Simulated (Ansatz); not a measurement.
**BrFGeH₂: geometry and vibrations**

What shape does BrFGeH₂ take? The plan is to relax it, check the end point by its vibrations and derive ideal-gas thermochemistry.

Computed with Ansatz 0.2.0, Gaussian basis. Level: RKS PBE0-D4/def2-TZVP.

Plan: relaxation at PBE-D4/def2-SVP; relaxation at PBE0-D4/def2-TZVP; harmonic vibrations at the same level.

1 further run of the same task is left out (set aside as unsound or not needed).

## 1. The system as given

SMILES `[F][GeH2][Br]`, 5 atoms, charge 0, spin multiplicity 1.

Atoms are counted from 1 here; the program's logs count them from 0.

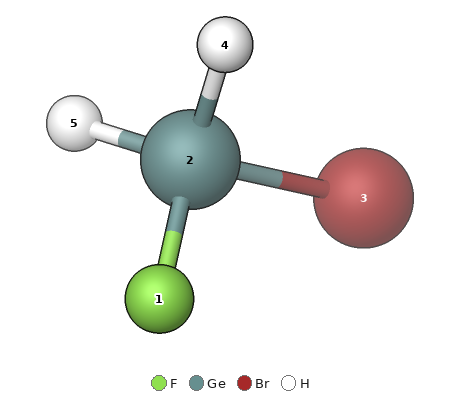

As it starts; fluorine green, germanium teal, bromine red, hydrogen white; atoms are numbered from 1 in the order of the file.

The start is a force-field geometry with small random shifts, so a cheaper pass at PBE-D4/def2-SVP comes first.

## 2. Optimising with PBE-D4/def2-SVP (cheap first pass)

File in.yaml:

```yaml
crystal:
  periodic: [false, false, false]
  atoms:
    - {symbol: F, position_ang: [-1.436100, -0.705500, 0.738600]}
    - {symbol: Ge, position_ang: [-0.107700, 0.089300, -0.055800]}
    - {symbol: Br, position_ang: [1.790100, -1.114500, 0.427500]}
    - {symbol: H, position_ang: [0.125400, 1.557100, 0.455300]}
    - {symbol: H, position_ang: [-0.321800, 0.099900, -1.607000]}
basis:
  gaussian: {orbitals: def2-SVP}
hamiltonian: {xc: pbe, dispersion: d4}
relax: {f_tol: 0.03, max_steps: 200}
```

Standard output (excerpt; [...] marks lines left out):

```text
Functional definition: PBE
  name "PBE"
  cite "Perdew, Burke & Ernzerhof, Phys. Rev. Lett. 77, 3865 (1996) doi:10.1103/PhysRevLett.77.3865"
  parent pbe
[...]
960 factors; their error is unknown
[...]
mean field -129276.30813584 eV, -4750.8166973631 hartree, gradient 3.2e-5 eV, S^2 0.000000; 0 other end points of the search recorded, 0 dependent functions left out
[...]
reference -129276.30816519 eV, -4750.8166984419 hartree; 39, 39 occupied and 49, 49 virtual orbitals, 960 factors
relax step   1: F+E_penalty+E_count = -129276.40081432 eV  Δ(F+E_penalty+E_count) = +0.000e0 eV  max|allowed force component| = 7.531e-1 eV/Å  Δτ_max = 0.0000 Å  (24 SCF iters, accepted)
[...]
relax step   3: F+E_penalty+E_count = -129276.45292865 eV  Δ(F+E_penalty+E_count) = -3.165e-3 eV  max|allowed force component| = 6.775e-2 eV/Å  Δτ_max = 0.0151 Å  (24 SCF iters, accepted)
[...]
relax step   4: F+E_penalty+E_count = -129276.45315808 eV  Δ(F+E_penalty+E_count) = -2.294e-4 eV  max|allowed force component| = 1.054e-2 eV/Å  Δτ_max = 0.0096 Å  (25 SCF iters, accepted)
960 factors; their error is unknown
[...]
mean field -129276.36100817 eV, -4750.8186403857 hartree, gradient 3.4e-5 eV, S^2 0.000000; 1 other end points of the search recorded, 0 dependent functions left out
[...]
reference -129276.36103731 eV, -4750.8186414562 hartree; 39, 39 occupied and 49, 49 virtual orbitals, 960 factors
Total energy: -129276.45318721 eV, -4750.8220279028 hartree
Atom 0 at    -1.436908    -0.637160     0.715248 Å, force     0.001000    -0.007300     0.005329 eV/Å
Atom 1 at    -0.071493     0.118265    -0.085438 Å, force     0.003752     0.001582    -0.006448 eV/Å
Atom 2 at     1.815340    -1.121070     0.411622 Å, force    -0.007148    -0.000056     0.001907 eV/Å
Atom 3 at     0.081761     1.530041     0.521702 Å, force     0.003244     0.010543     0.009438 eV/Å
Atom 4 at    -0.338801     0.036224    -1.604533 Å, force    -0.000847    -0.004770    -0.010227 eV/Å
Dipole moment:     0.060552     0.330192    -0.243743 e Å
```

Wall time 6.5 s (2 threads, shared host).

Relaxation path:

```csv
step,energy from step 1 (eV),largest force component (eV/Å)
1,0.0000,0.7531
2,-0.0489,0.2560
3,-0.0521,0.0678
4,-0.0523,0.0105
```

Close pairs (by a distance rule), those that changed most:

```csv
bond,before (Å),after (Å),change (Å)
Ge2–H4,1.572,1.544,-0.027
Ge2–H5,1.566,1.545,-0.021
F1–Ge2,1.740,1.754,+0.014
Ge2–Br3,2.299,2.312,+0.013
```

## 3. Geometry optimisation, PBE0-D4/def2-TZVP

File in.yaml:

```yaml
crystal:
  periodic: [false, false, false]
  atoms:
    - {symbol: F, position_ang: [-1.436908, -0.637160, 0.715248]}
    - {symbol: Ge, position_ang: [-0.071493, 0.118265, -0.085438]}
    - {symbol: Br, position_ang: [1.815340, -1.121070, 0.411622]}
    - {symbol: H, position_ang: [0.081761, 1.530041, 0.521702]}
    - {symbol: H, position_ang: [-0.338801, 0.036224, -1.604533]}
basis:
  gaussian: {orbitals: def2-TZVP}
hamiltonian: {xc: pbe0, dispersion: d4}
relax: {f_tol: 0.005, max_steps: 150}
```

Standard output (excerpt; [...] marks lines left out):

```text
Functional definition: PBE0
  name "PBE0"
  cite "Adamo & Barone, J. Chem. Phys. 110, 6158 (1999) doi:10.1063/1.478522"
  cite "Perdew, Burke & Ernzerhof, Phys. Rev. Lett. 77, 3865 (1996) doi:10.1103/PhysRevLett.77.3865"
  parent pbe
[...]
1058 factors; their error is unknown
[...]
mean field -129299.46665304 eV, -4751.6677571731 hartree, gradient 4.9e-5 eV, S^2 0.000000; 0 other end points of the search recorded, 0 dependent functions left out
[...]
reference -129299.46667749 eV, -4751.6677580715 hartree; 39, 39 occupied and 100, 100 virtual orbitals, 1058 factors
relax step   1: F+E_penalty+E_count = -129299.54447152 eV  Δ(F+E_penalty+E_count) = +0.000e0 eV  max|allowed force component| = 5.431e-1 eV/Å  Δτ_max = 0.0000 Å  (25 SCF iters, accepted)
[...]
1058 factors; their error is unknown
[...]
mean field -129299.48437548 eV, -4751.6684084606 hartree, gradient 1.2e-5 eV, S^2 0.000000; 1 other end points of the search recorded, 0 dependent functions left out
[...]
reference -129299.48439988 eV, -4751.6684093573 hartree; 39, 39 occupied and 100, 100 virtual orbitals, 1058 factors
Total energy: -129299.56266769 eV, -4751.6712856461 hartree
Atom 0 at    -1.404248    -0.636410     0.708262 Å, force    -0.002532    -0.000359     0.000757 eV/Å
Atom 1 at    -0.067650     0.121570    -0.088684 Å, force    -0.001099     0.004354    -0.002910 eV/Å
Atom 2 at     1.786046    -1.117774     0.415232 Å, force     0.001031     0.000821    -0.000807 eV/Å
Atom 3 at     0.076181     1.519058     0.514688 Å, force     0.000898    -0.003745    -0.000478 eV/Å
Atom 4 at    -0.340430     0.039856    -1.590897 Å, force     0.001702    -0.001071     0.003438 eV/Å
Dipole moment:     0.071426     0.355761    -0.264063 e Å
```

Wall time 20 s (2 threads, shared host); peak memory 0.36 GiB.

Relaxation path:

```csv
step,energy from step 1 (eV),largest force component (eV/Å)
1,0.0000,0.5431
2,-0.0149,0.2156
3,-0.0175,0.1678
4,-0.0177,0.1466
5,-0.0182,0.0044
```

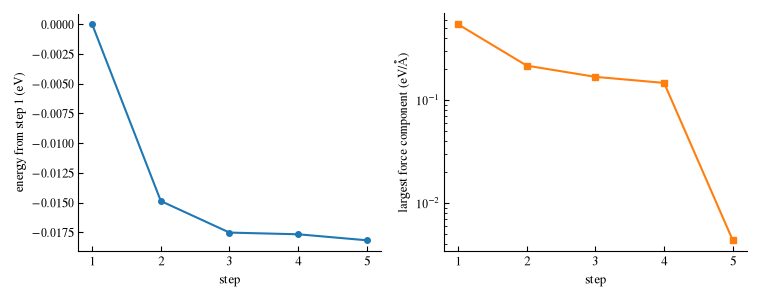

Energy and largest force along the relaxation.

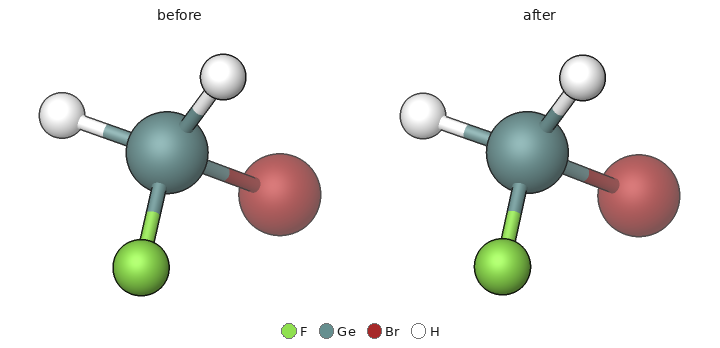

The geometry before (left) and after (right).

Distances of close pairs at the start and the end, largest changes first:

```csv
bond,before (Å),after (Å),change (Å)
Ge2–Br3,2.312,2.286,-0.025
F1–Ge2,1.754,1.731,-0.023
Ge2–H5,1.545,1.529,-0.016
Ge2–H4,1.544,1.529,-0.015
```

Mulliken charges of the relaxed molecule (report file):

```csv
atom,value (e)
F1,-0.37
Ge2,0.58
Br3,-0.29
H4,0.04
H5,0.04
```

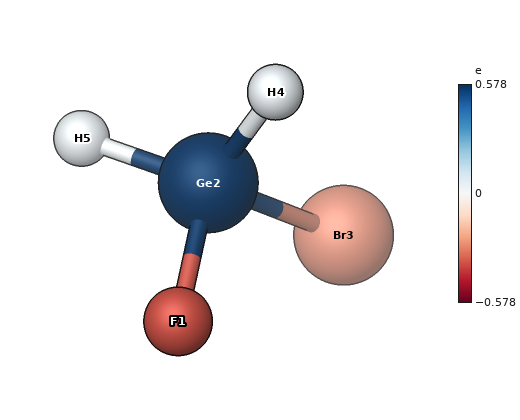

Mulliken charges of the relaxed molecule (report file), as colours on the atoms.

## 4. Harmonic vibrations

File in.yaml:

```yaml
crystal:
  periodic: [false, false, false]
  atoms:
    - {symbol: F, position_ang: [-1.404248, -0.636410, 0.708262]}
    - {symbol: Ge, position_ang: [-0.067650, 0.121570, -0.088684]}
    - {symbol: Br, position_ang: [1.786046, -1.117774, 0.415232]}
    - {symbol: H, position_ang: [0.076181, 1.519058, 0.514688]}
    - {symbol: H, position_ang: [-0.340430, 0.039856, -1.590897]}
basis:
  gaussian: {orbitals: def2-TZVP}
hamiltonian: {xc: pbe0, dispersion: d4}
phonons: {temperatures: {t_min: 298.15, t_max: 900, t_step: 200}}
```

Standard output (excerpt; [...] marks lines left out):

```text
Functional definition: PBE0
  name "PBE0"
  cite "Adamo & Barone, J. Chem. Phys. 110, 6158 (1999) doi:10.1063/1.478522"
  cite "Perdew, Burke & Ernzerhof, Phys. Rev. Lett. 77, 3865 (1996) doi:10.1103/PhysRevLett.77.3865"
  parent pbe
[...]
1058 factors; their error is unknown
[...]
mean field -129299.48437737 eV, -4751.6684085301 hartree, gradient 5.4e-5 eV, S^2 0.000000; 0 other end points of the search recorded, 0 dependent functions left out
[...]
reference -129299.48440180 eV, -4751.6684094276 hartree; 39, 39 occupied and 100, 100 virtual orbitals, 1058 factors
[...]
1058 factors; their error is unknown
mean field -129299.48429974 eV, -4751.6684056772 hartree, gradient 2.7e-6 eV, S^2 0.000000; 0 other end points of the search recorded, 0 dependent functions left out
[...]
1058 factors; their error is unknown
[...]
mean field -129299.48431629 eV, -4751.6684062854 hartree, gradient 2.7e-6 eV, S^2 0.000000; 0 other end points of the search recorded, 0 dependent functions left out
[...]
reference -129299.48434072 eV, -4751.6684071831 hartree; 39, 39 occupied and 100, 100 virtual orbitals, 1058 factors
Total energy: -129299.56266960 eV, -4751.6712857165 hartree
Atom 0 at    -1.404248    -0.636410     0.708262 Å, force    -0.002510    -0.000343     0.000738 eV/Å
Atom 1 at    -0.067650     0.121570    -0.088684 Å, force    -0.001128     0.004338    -0.002862 eV/Å
Atom 2 at     1.786046    -1.117774     0.415232 Å, force     0.001030     0.000830    -0.000813 eV/Å
Atom 3 at     0.076181     1.519058     0.514688 Å, force     0.000903    -0.003753    -0.000485 eV/Å
Atom 4 at    -0.340430     0.039856    -1.590897 Å, force     0.001705    -0.001072     0.003423 eV/Å
Dipole moment:     0.071427     0.355761    -0.264063 e Å
Vibrations: 170.54 322.41 530.09 642.48 709.30 789.01 850.77 2193.66 2210.13 cm⁻¹, zero-point energy 0.521873 eV
```

It took 77 s on 2 threads, shared host; peak memory 0.35 GiB.

Motions are named by where the mode's potential energy lies. Wavenumbers, unscaled:

```csv
mode,cm⁻¹,motion
1,171,bend
2,322,Ge–Br stretch
3,530,bend
4,642,bend
5,709,Ge–F stretch
6,789,bend
7,851,bend
8,2194,Ge–H stretch
9,2210,Ge–H stretch
```

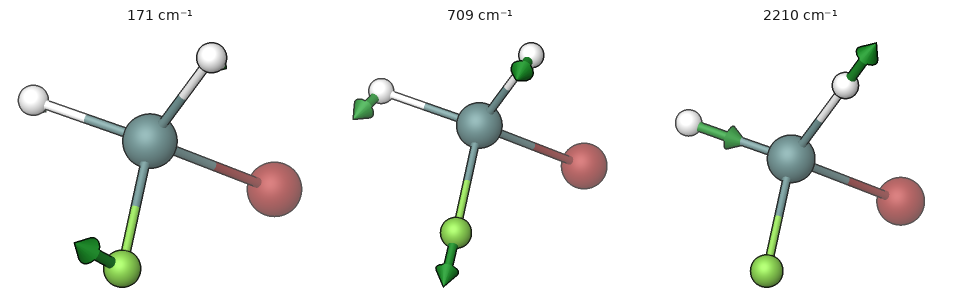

How the atoms move in 3 of the modes.

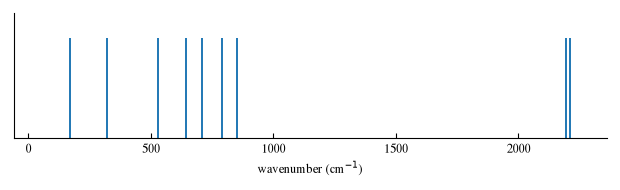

The harmonic wavenumbers as sticks (no intensities were computed).

From these modes and the moments of inertia (298.15 K, 1 bar, symmetry number 1):

```csv
term,value
zero-point energy,50.4 kJ/mol
H(298) − E,64.5 kJ/mol
"entropy, translation",173.2 J/(mol K)
"entropy, rotation",110.9 J/(mol K)
"entropy, vibration",22.5 J/(mol K)
"entropy, total",306.6 J/(mol K)
```

## 5. Outcome

| quantity | value |
| --- | --- |
| point group | Cs |
| steps | 4 + 5 |
| shift from the start (rms) | 0.067 Å |
| total energy | -129299.5627 eV |
| dispersion term | -78 meV |
| dipole moment | 2.16 D |
| lowest, highest wavenumber | 171, 2210 cm⁻¹ |
| zero-point energy | 50.4 kJ/mol |
| entropy at 298.15 K | 306.6 J/(mol K) |

**Reading.** The relaxed geometry lies 0.07 Å (rms) from the start; the bond that changed most is Ge2–H4, from 1.572 to 1.529 Å. No mode is imaginary: a true minimum at this level. The stiffest mode, 2210 cm⁻¹, is a Ge–H stretch. Harmonic hybrid wavenumbers usually lie a few per cent above measured fundamentals. The largest Mulliken charge, +0.58 e, sits on Ge2.
